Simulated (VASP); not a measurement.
Consider the following.

```
CELL_PARAMETERS angstrom
      0.00000     2.02601     2.02601
      2.02601     0.00000     2.02601
      2.02601     2.02601     0.00000
ATOMIC_POSITIONS crystal
  Au 0.00000 0.00000 0.00000
```

These are LDA (Ceperley-Alder, Perdew-Zunger), VASP's LDA PAW potentials (set 64) (plane waves; VASP) values and carry that method's errors. Run with 400 eV cut-off, 17×17×17 Γ-centred mesh, tetrahedra with Blöchl corrections, potentials Au.

Unless said otherwise, spin-orbit coupling is left out, though it shifts the bands of the heavy elements here.

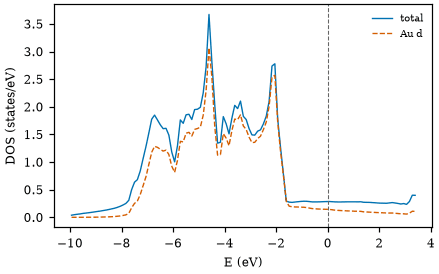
Total and projected density of states, zero at the Fermi level

Within 2 eV below the Fermi level the largest weight inside VASP's projection spheres is Au d.

It has no gap at this level: it comes out as a metal or semimetal.

The compound is Au in the fcc structure. It was relaxed first.
